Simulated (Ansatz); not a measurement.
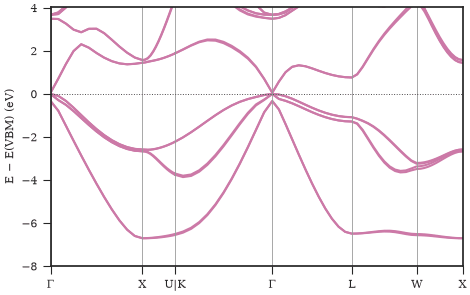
Fig. 1. Band structure from PBE with spin–orbit coupling in the plane-wave PAW code Ansatz

Task: Read off the gap and where the band edges lie.

Result: About 0.1 eV (0.06 eV by a search for the band edges); maximum at Γ, minimum at Γ.

The material is GaAs (zinc blende, F-43m).

The PBE relaxation kept the symmetry of its start.

Potentials: the earlier of the program's two PAW sets.
